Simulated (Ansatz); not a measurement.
## Swapping F for Br on Ti: the HOMO–LUMO gap

On one Ti centre, n of the F ligands are replaced by Br. The HOMO–LUMO gap y in eV at wB97M-V/def2-TZVPP. Shapes: PBE0-D4/def2-TZVP. Programs: Ansatz 0.2.0.

```
molecule  n  y (eV)
    TiF4  0   14.32
  TiBrF3  1       ?
 TiBr2F2  2    9.63
   TiBr4  4    9.17
```

**Question.** Fit y = c + s·n to the known rows and predict TiBrF3.

**Answer.** 
1. Means of the 3 rows: n = 2.00000, y = 11.040.
2. Σ(Δn)² = 8, Σ(Δn·Δy) = -10.3, so the slope is -10.3/8 = -1.2875.
3. Intercept: 11.040 − (-1.2875) × 2.00000 = 13.615. The largest residual of the fit is 1.41.
4. TiBrF3: 13.615 + (-1.2875) × 1 = 12.33 eV.

The run gave 10.50 eV, so the prediction is off by +1.83 eV, more than the largest residual. The step per swap changes from -3.82 to -0.23 eV along the series, so a line misses the bend. Other levels give for TiBrF3: SPW92/def2-TZVPP 3.81; r2SCAN0-D4/def2-TZVPP 6.34; wB97X-V/def2-TZVPP 10.61 eV. Orbital gaps aren't excitation energies, and the LUMO depends on the basis. Relativity is left out for Br.

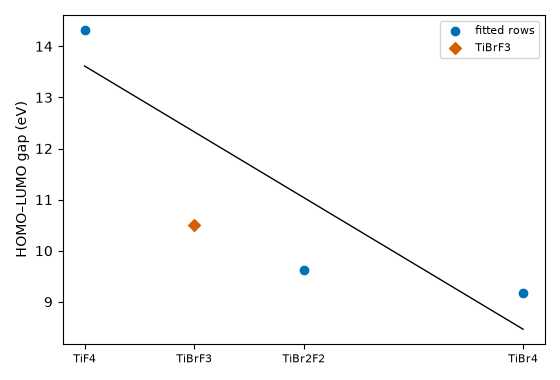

The fitted line, with the withheld member.
